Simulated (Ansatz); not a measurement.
# Convergence study of the k-point mesh for LuP (I4mm, 2 atoms in the cell)

```
LuP
1.0
    0.00000     2.74805     2.74805
    2.74805     0.00000     2.74805
    2.74805     2.74805     0.00000
Lu P
1 1
Direct
  0.00910   0.00910   0.99090
  0.50000   0.50000   0.50000
```

Computed with LDA (PW92), default PAW files made with PBE (plane waves; Ansatz, a quantum-chemistry and plane-wave program).

Base settings: basis.ecutwfc = 30.9 Ry; kpoints.mp_grid.grid = 10 10 10; hamiltonian.xc = lda; hamiltonian.pseudopotentials = {kind: paw} (the program's default PAW files); scf.occupations.method = fermi_dirac; scf.occupations.width = 0.0073 Ry.

The second cell is the first with its lattice scaled by 0.98.

Only quantities that move along the ladder and can be compared are tabulated.

The count of work is k-points × plane waves × bands × iterations; it is no time. Core times come from one kind of shared machine, to one figure; runs under 30 s give none.

The starting cell comes from a database of computed structures (which also holds hypothetical and non-ambient phases and stackings), without a prior relaxation at this level. Its lattice was rescaled by up to half a per cent. One atom was moved a little off its site on purpose. In the base run, with a pressure of about -5 GPa the cell is away from its equilibrium volume at this level. Ansatz's pressure includes its estimate of the finite-basis (Pulay) stress. The run gives no clean gap (levels at the Fermi energy touch, overlap or are partly filled at this smearing), which alone does not show that the compound is a metal.

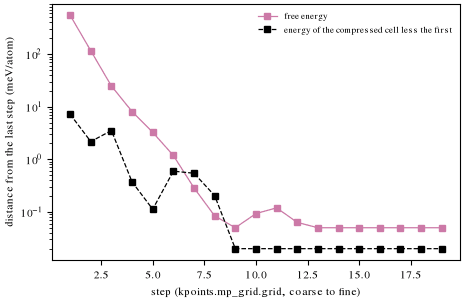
Fig. 1. Distance from the last step along the ladder; very small values are drawn at a floor.

```csv
kpoints.mp_grid.grid,free energy less the last step's (meV/atom),energy of the compressed cell less the first (meV/atom),pressure (GPa),largest difference of a force vector from the last step's (eV/Å),count of work / last,core time / last (rough)
2 2 2,548.67,-26.54,-6.43,0.307,0.0014,–
3 3 3,115.64,-17.20,-4.91,0.152,0.0024,–
4 4 4,24.76,-15.85,-4.83,0.027,0.0046,–
5 5 5,8.09,-19.00,-5.14,0.003,0.0063,–
6 6 6,3.26,-19.26,-5.13,0.001,0.011,–
7 7 7,1.18,-18.78,-5.09,0.001,0.014,–
8 8 8,0.29,-18.83,-5.11,0.003,0.021,–
9 9 9,0.08,-19.17,-5.15,0.003,0.026,–
10 10 10,0.02,-19.39,-5.16,0.001,0.036,–
11 11 11,-0.09,-19.38,-5.16,0.001,0.044,–
12 12 12,-0.12,-19.37,-5.16,0.001,0.057,–
13 13 13,-0.06,-19.37,-5.16,0.001,0.069,–
15 15 15,0.01,-19.36,-5.16,0.000,0.10,–
18 18 18,0.00,-19.39,-5.16,0.000,0.17,0.2
20 20 20,-0.01,-19.38,-5.16,0.000,0.23,0.2
22 22 22,-0.01,-19.37,-5.16,0.000,0.29,0.3
25 25 25,0.00,-19.37,-5.16,0.000,0.42,0.4
28 28 28,0.00,-19.37,-5.16,0.000,0.58,0.6
31 31 31,0.00,-19.37,-5.16,0.000,0.77,0.8
34 34 34,0.00,-19.37,-5.16,0.000,1.0,1
```

Coarsest kpoints.mp_grid.grid that holds the energy of the compressed cell less the first within 2 meV/atom of the last step, with all finer ones: 5 5 5, at 0.0063 of the last step's count of work; the step before is off by 3.5 meV/atom.

Coarsest kpoints.mp_grid.grid that holds the forces within 0.02 eV/Å of the last step, with all finer ones: 5 5 5, at 0.0063 of the last step's count of work; the step before is off by 0.027 eV/Å.

Coarsest kpoints.mp_grid.grid that holds the free energy within 1 meV/atom of the last step, with all finer ones: 8 8 8, at 0.021 of the last step's count of work; the step before is off by 1.2 meV/atom.

The energy difference between the two cells stays within 1 meV/atom of the last step's from 5 5 5 on, the total only from 8 8 8 on: much of the error is common to both cells and cancels.

Keys are those of Ansatz 0.2.
